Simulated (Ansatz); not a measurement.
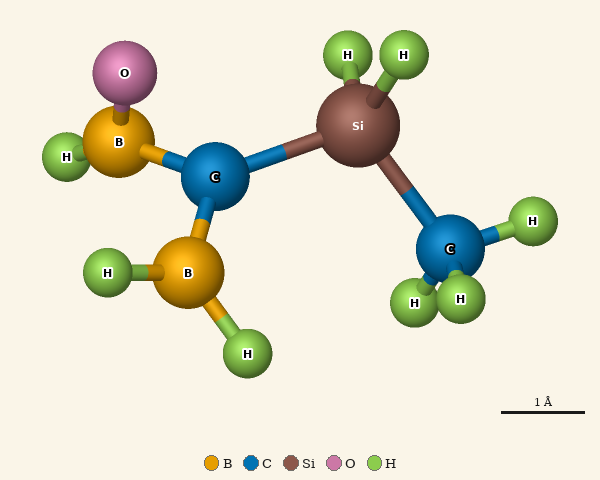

*The input geometry (ball-and-stick view, seen at a tilt).*

## C₂H₈B₂OSi: nudged elastic band (part 1 of 2)

C₂H₈B₂OSi, computed with RKS BLYP-D4/def2-SVP (Ansatz 0.2.0).

The run did not end well. One setting was made poor on purpose. It belongs to a series of runs on one base structure; here: band between the two ends.

The program's output
```
Engine: ansatz 0.2.0, x86_64-unknown-linux-gnu
Functional definition: BLYP
  parameter beta = 0.0042
  parameter a = 0.04918
  parameter b = 0.132
  parameter c = 0.2533
  parameter d = 0.349
  exchange = b88_x(beta = beta)
  correlation = lyp_c(a = a, b = b, c = c, d = d)
1427 factors; their error is unknown
mean field evaluation 1: about -13459.6730 eV, gradient 6.9e1 eV
mean field evaluation 2: about -13435.9336 eV, gradient 1.2e2 eV
mean field evaluation 4: about -13471.3029 eV, gradient 1.5e1 eV
mean field evaluation 8: about -13471.7702 eV, gradient 1.1e-1 eV
mean field evaluation 16: about -13471.6990 eV, gradient 1.1e-3 eV
mean field -13471.69900626 eV, -495.0758070345 hartree, gradient 2.4e-5 eV, S^2 0.000000; 0 other end points of the search recorded, 0 dependent functions left out
the calculation of the forces begins
reference -13471.69940347 eV, -495.0758216315 hartree; 26, 26 occupied and 102, 102 virtual orbitals, 1427 factors
1427 factors; their error is unknown
mean field evaluation 32: about -13471.6992 eV, gradient 3.7e-2 eV
mean field -13471.69916307 eV, -495.0758127972 hartree, gradient 2.4e-5 eV, S^2 0.000000; 0 other end points of the search recorded, 0 dependent functions left out
[... from here on the field's lines of each further geometry are left out, up to the last ...]
NEB iter   1: max|band force component| = 2.296e0 eV/Å  barrier→ = 0.8600 eV  barrier← = 0.8599 eV  Δτ_max = 0.0200 Å  (274 SCF iters)
NEB iter   2: max|band force component| = 1.352e0 eV/Å  barrier→ = 0.7652 eV  barrier← = 0.7651 eV  Δτ_max = 0.0200 Å  (221 SCF iters)
NEB iter   3: max|band force component| = 6.296e-1 eV/Å  barrier→ = 0.7145 eV  barrier← = 0.7144 eV  Δτ_max = 0.0200 Å  (222 SCF iters)
NEB iter   4: max|band force component| = 3.034e-1 eV/Å  barrier→ = 0.6897 eV  barrier← = 0.6896 eV  CI = image 4  Δτ_max = 0.0048 Å  (220 SCF iters)
NEB iter   5: max|band force component| = 2.291e-1 eV/Å  barrier→ = 0.6847 eV  barrier← = 0.6846 eV  CI = image 4  Δτ_max = 0.0200 Å  (196 SCF iters)
NEB iter   6: max|band force component| = 2.883e-1 eV/Å  barrier→ = 0.6709 eV  barrier← = 0.6708 eV  CI = image 4  Δτ_max = 0.0042 Å  (220 SCF iters)
NEB iter   7: max|band force component| = 1.471e-1 eV/Å  barrier→ = 0.6679 eV  barrier← = 0.6679 eV  CI = image 4  Δτ_max = 0.0094 Å  (186 SCF iters)
NEB iter   8: max|band force component| = 3.367e-1 eV/Å  barrier→ = 0.6638 eV  barrier← = 0.6637 eV  CI = image 4  Δτ_max = 0.0051 Å  (209 SCF iters)
NEB iter   9: max|band force component| = 1.352e-1 eV/Å  barrier→ = 0.6608 eV  barrier← = 0.6607 eV  CI = image 4  Δτ_max = 0.0078 Å  (194 SCF iters)
NEB iter  10: max|band force component| = 2.127e-1 eV/Å  barrier→ = 0.6581 eV  barrier← = 0.6580 eV  CI = image 4  Δτ_max = 0.0032 Å  (202 SCF iters)
NEB iter  11: max|band force component| = 1.333e-1 eV/Å  barrier→ = 0.6560 eV  barrier← = 0.6560 eV  CI = image 4  Δτ_max = 0.0092 Å  (186 SCF iters)
NEB iter  12: max|band force component| = 2.194e-1 eV/Å  barrier→ = 0.6530 eV  barrier← = 0.6529 eV  CI = image 4  Δτ_max = 0.0034 Å  (209 SCF iters)
NEB iter  13: max|band force component| = 1.170e-1 eV/Å  barrier→ = 0.6508 eV  barrier← = 0.6507 eV  CI = image 4  Δτ_max = 0.0071 Å  (181 SCF iters)
NEB iter  14: max|band force component| = 1.803e-1 eV/Å  barrier→ = 0.6484 eV  barrier← = 0.6483 eV  CI = image 4  Δτ_max = 0.0030 Å  (194 SCF iters)
NEB iter  15: max|band force component| = 1.138e-1 eV/Å  barrier→ = 0.6469 eV  barrier← = 0.6468 eV  CI = image 4  Δτ_max = 0.0084 Å  (166 SCF iters)
NEB iter  16: max|band force component| = 1.727e-1 eV/Å  barrier→ = 0.6443 eV  barrier← = 0.6442 eV  CI = image 4  Δτ_max = 0.0029 Å  (209 SCF iters)
NEB iter  17: max|band force component| = 9.862e-2 eV/Å  barrier→ = 0.6425 eV  barrier← = 0.6425 eV  CI = image 4  Δτ_max = 0.0060 Å  (181 SCF iters)
NEB iter  18: max|band force component| = 1.623e-1 eV/Å  barrier→ = 0.6407 eV  barrier← = 0.6406 eV  CI = image 4  Δτ_max = 0.0028 Å  (187 SCF iters)
NEB iter  19: max|band force component| = 9.570e-2 eV/Å  barrier→ = 0.6395 eV  barrier← = 0.6394 eV  CI = image 4  Δτ_max = 0.0070 Å  (166 SCF iters)
NEB iter  20: max|band force component| = 1.492e-1 eV/Å  barrier→ = 0.6374 eV  barrier← = 0.6373 eV  CI = image 4  Δτ_max = 0.0026 Å  (195 SCF iters)
NEB iter  21: max|band force component| = 9.253e-2 eV/Å  barrier→ = 0.6359 eV  barrier← = 0.6359 eV  CI = image 4  Δτ_max = 0.0052 Å  (164 SCF iters)
NEB iter  22: max|band force component| = 1.493e-1 eV/Å  barrier→ = 0.6344 eV  barrier← = 0.6344 eV  CI = image 4  Δτ_max = 0.0026 Å  (186 SCF iters)
NEB iter  23: max|band force component| = 8.987e-2 eV/Å  barrier→ = 0.6334 eV  barrier← = 0.6333 eV  CI = image 4  Δτ_max = 0.0064 Å  (164 SCF iters)
NEB iter  24: max|band force component| = 1.317e-1 eV/Å  barrier→ = 0.6316 eV  barrier← = 0.6316 eV  CI = image 4  Δτ_max = 0.0024 Å  (195 SCF iters)
NEB iter  25: max|band force component| = 8.682e-2 eV/Å  barrier→ = 0.6304 eV  barrier← = 0.6303 eV  CI = image 4  Δτ_max = 0.0045 Å  (161 SCF iters)
NEB iter  26: max|band force component| = 1.384e-1 eV/Å  barrier→ = 0.6291 eV  barrier← = 0.6291 eV  CI = image 4  Δτ_max = 0.0024 Å  (187 SCF iters)
NEB iter  27: max|band force component| = 8.432e-2 eV/Å  barrier→ = 0.6282 eV  barrier← = 0.6282 eV  CI = image 4  Δτ_max = 0.0059 Å  (163 SCF iters)
NEB iter  28: max|band force component| = 1.198e-1 eV/Å  barrier→ = 0.6268 eV  barrier← = 0.6267 eV  CI = image 4  Δτ_max = 0.0022 Å  (194 SCF iters)
NEB iter  29: max|band force component| = 8.134e-2 eV/Å  barrier→ = 0.6257 eV  barrier← = 0.6257 eV  CI = image 4  Δτ_max = 0.0040 Å  (162 SCF iters)
NEB iter  30: max|band force component| = 1.289e-1 eV/Å  barrier→ = 0.6246 eV  barrier← = 0.6246 eV  CI = image 4  Δτ_max = 0.0023 Å  (180 SCF iters)
NEB iter  31: max|band force component| = 7.899e-2 eV/Å  barrier→ = 0.6238 eV  barrier← = 0.6238 eV  CI = image 4  Δτ_max = 0.0055 Å  (163 SCF iters)
NEB iter  32: max|band force component| = 1.141e-1 eV/Å  barrier→ = 0.6226 eV  barrier← = 0.6225 eV  CI = image 4  Δτ_max = 0.0021 Å  (187 SCF iters)
NEB iter  33: max|band force component| = 7.611e-2 eV/Å  barrier→ = 0.6217 eV  barrier← = 0.6216 eV  CI = image 4  Δτ_max = 0.0036 Å  (162 SCF iters)
NEB iter  34: max|band force component| = 1.205e-1 eV/Å  barrier→ = 0.6207 eV  barrier← = 0.6207 eV  CI = image 4  Δτ_max = 0.0021 Å  (172 SCF iters)
NEB iter  35: max|band force component| = 7.388e-2 eV/Å  barrier→ = 0.6200 eV  barrier← = 0.6200 eV  CI = image 4  Δτ_max = 0.0051 Å  (162 SCF iters)
NEB iter  36: max|band force component| = 1.088e-1 eV/Å  barrier→ = 0.6190 eV  barrier← = 0.6189 eV  CI = image 4  Δτ_max = 0.0020 Å  (186 SCF iters)
NEB iter  37: max|band force component| = 7.111e-2 eV/Å  barrier→ = 0.6182 eV  barrier← = 0.6181 eV  CI = image 4  Δτ_max = 0.0033 Å  (162 SCF iters)
NEB iter  38: max|band force component| = 1.129e-1 eV/Å  barrier→ = 0.6173 eV  barrier← = 0.6173 eV  CI = image 4  Δτ_max = 0.0020 Å  (171 SCF iters)
NEB iter  39: max|band force component| = 6.901e-2 eV/Å  barrier→ = 0.6167 eV  barrier← = 0.6166 eV  CI = image 4  Δτ_max = 0.0047 Å  (161 SCF iters)
NEB iter  40: max|band force component| = 1.039e-1 eV/Å  barrier→ = 0.6158 eV  barrier← = 0.6157 eV  CI = image 4  Δτ_max = 0.0019 Å  (179 SCF iters)
NEB iter  41: max|band force component| = 6.637e-2 eV/Å  barrier→ = 0.6151 eV  barrier← = 0.6150 eV  CI = image 4  Δτ_max = 0.0032 Å  (161 SCF iters)
NEB iter  42: max|band force component| = 1.061e-1 eV/Å  barrier→ = 0.6144 eV  barrier← = 0.6143 eV  CI = image 4  Δτ_max = 0.0019 Å  (172 SCF iters)
NEB iter  43: max|band force component| = 6.438e-2 eV/Å  barrier→ = 0.6138 eV  barrier← = 0.6137 eV  CI = image 4  Δτ_max = 0.0044 Å  (161 SCF iters)
NEB iter  44: max|band force component| = 9.910e-2 eV/Å  barrier→ = 0.6130 eV  barrier← = 0.6129 eV  CI = image 4  Δτ_max = 0.0018 Å  (180 SCF iters)
NEB iter  45: max|band force component| = 6.189e-2 eV/Å  barrier→ = 0.6124 eV  barrier← = 0.6123 eV  CI = image 4  Δτ_max = 0.0030 Å  (161 SCF iters)
NEB iter  46: max|band force component| = 9.994e-2 eV/Å  barrier→ = 0.6118 eV  barrier← = 0.6117 eV  CI = image 4  Δτ_max = 0.0018 Å  (171 SCF iters)
NEB iter  47: max|band force component| = 6.000e-2 eV/Å  barrier→ = 0.6113 eV  barrier← = 0.6112 eV  CI = image 4  Δτ_max = 0.0041 Å  (158 SCF iters)
NEB iter  48: max|band force component| = 9.456e-2 eV/Å  barrier→ = 0.6106 eV  barrier← = 0.6105 eV  CI = image 4  Δτ_max = 0.0017 Å  (173 SCF iters)
NEB iter  49: max|band force component| = 5.766e-2 eV/Å  barrier→ = 0.6100 eV  barrier← = 0.6099 eV  CI = image 4  Δτ_max = 0.0029 Å  (160 SCF iters)
NEB iter  50: max|band force component| = 9.433e-2 eV/Å  barrier→ = 0.6094 eV  barrier← = 0.6094 eV  CI = image 4  Δτ_max = 0.0017 Å  (169 SCF iters)
NEB iter  51: max|band force component| = 5.587e-2 eV/Å  barrier→ = 0.6090 eV  barrier← = 0.6089 eV  CI = image 4  Δτ_max = 0.0038 Å  (158 SCF iters)
NEB iter  52: max|band force component| = 9.020e-2 eV/Å  barrier→ = 0.6084 eV  barrier← = 0.6083 eV  CI = image 4  Δτ_max = 0.0017 Å  (171 SCF iters)
NEB iter  53: max|band force component| = 5.367e-2 eV/Å  barrier→ = 0.6079 eV  barrier← = 0.6078 eV  CI = image 4  Δτ_max = 0.0028 Å  (156 SCF iters)
NEB iter  54: max|band force component| = 8.923e-2 eV/Å  barrier→ = 0.6074 eV  barrier← = 0.6073 eV  CI = image 4  Δτ_max = 0.0017 Å  (168 SCF iters)
NEB iter  55: max|band force component| = 5.199e-2 eV/Å  barrier→ = 0.6070 eV  barrier← = 0.6069 eV  CI = image 4  Δτ_max = 0.0036 Å  (155 SCF iters)
NEB iter  56: max|band force component| = 8.602e-2 eV/Å  barrier→ = 0.6064 eV  barrier← = 0.6064 eV  CI = image 4  Δτ_max = 0.0016 Å  (172 SCF iters)
NEB iter  57: max|band force component| = 4.994e-2 eV/Å  barrier→ = 0.6060 eV  barrier← = 0.6059 eV  CI = image 4  Δτ_max = 0.0026 Å  (153 SCF iters)
NEB iter  58: max|band force component| = 8.456e-2 eV/Å  barrier→ = 0.6055 eV  barrier← = 0.6055 eV  CI = image 4  Δτ_max = 0.0016 Å  (168 SCF iters)
NEB iter  59: max|band force component| = 4.835e-2 eV/Å  barrier→ = 0.6052 eV  barrier← = 0.6051 eV  CI = image 4  Δτ_max = 0.0034 Å  (153 SCF iters)
the calculation of the forces begins
reference -13471.40821481 eV, -495.0651206457 hartree; 26, 26 occupied and 102, 102 virtual orbitals, 1427 factors
these checks for a lower state are left out or cut short: starts, cluster_reference, orbital_swaps, neighbouring_geometries, increment
1427 factors; their error is unknown
mean field -13471.62442742 eV, -495.0730663127 hartree, gradient 1.0e-5 eV, S^2 0.000000; 0 other end points of the search recorded, 0 dependent functions left out
the calculation of the forces begins
reference -13471.62482424 eV, -495.0730808955 hartree; 26, 26 occupied and 102, 102 virtual orbitals, 1427 factors
NEB iter  60: max|band force component| = 8.203e-2 eV/Å  barrier→ = 0.6047 eV  barrier← = 0.6046 eV  CI = image 4  Δτ_max = 0.0015 Å  (171 SCF iters)
```

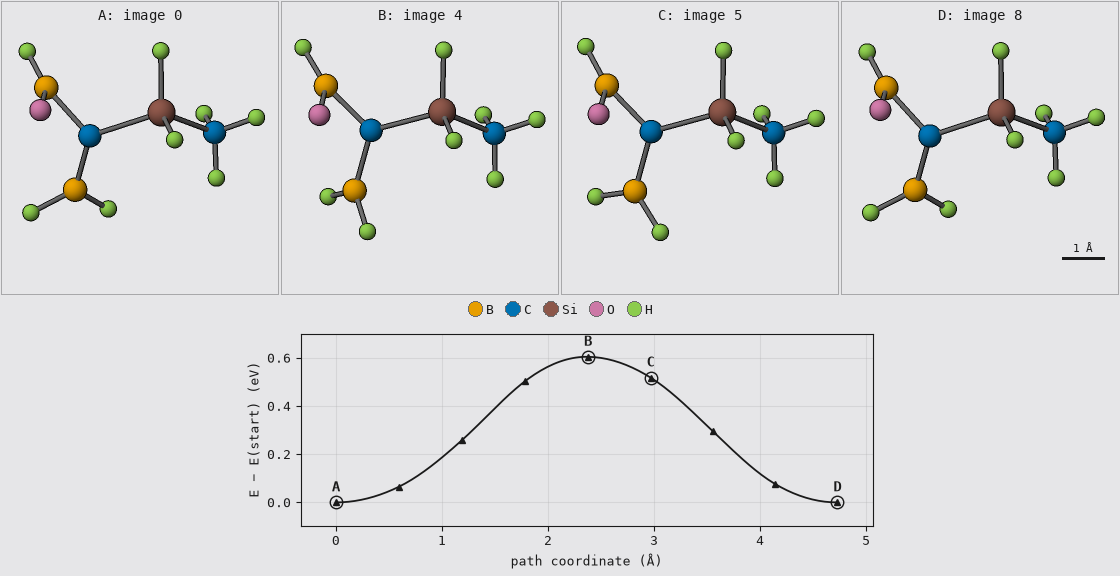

*Images of the last band (counted from 0; ball-and-stick, seen at a tilt) above the energy along the path; the line is a cubic interpolation that uses the forces.*

The highest image is number 4, 0.605 eV above the start and 0.605 eV above the end (the climbing image); start and end have the same energy. The path is 4.73 Å long. The band had not converged after 60 iterations.
